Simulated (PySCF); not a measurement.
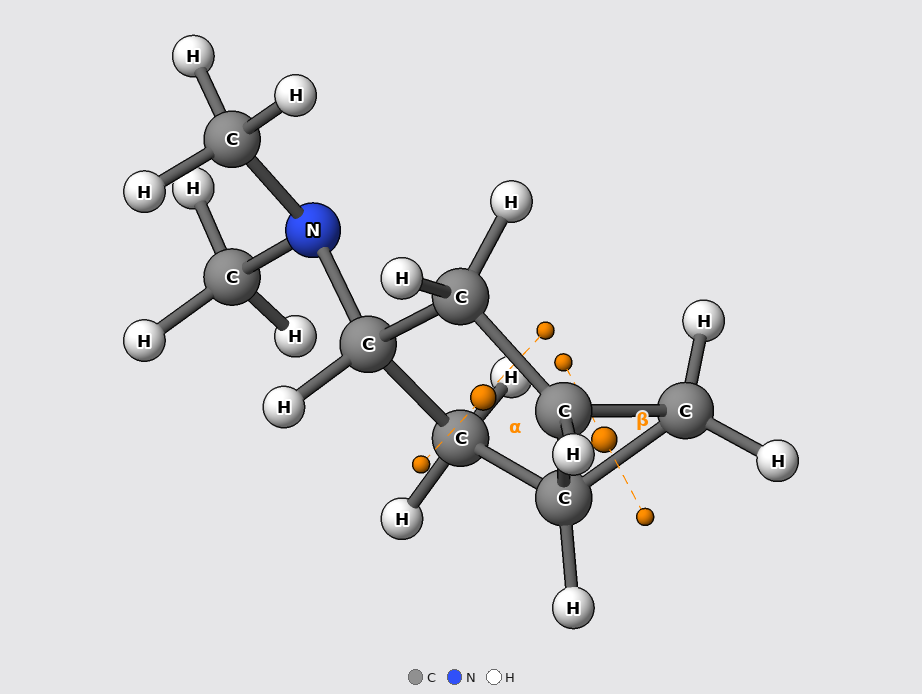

The small points mark where nucleus-independent chemical shifts (NICS) were computed: at the centre of each lettered ring and 1 Å above and below it. The geometry was computed by an optimisation with GFN2-xTB. No frequency run is at hand to confirm it as a minimum. Level of theory: GIAO PBE0/pcSseg-1 NMR shielding, non-relativistic, gas phase (PySCF 2.14.0).

Give NICS(0), NICS(1) and the out-of-plane component NICS(1)zz for each ring (means of the two sides).

```csv
ring,members,NICS(0),NICS(1),NICS(1)zz
α,C5,−6.8,−4.1,−0.8
β,C3,−45.7,−8.8,−23.0
```

Values in ppm.

What do the values say about the ring currents?

Answer. Ring α: weak, as in a non-aromatic ring. NICS is one index among several.
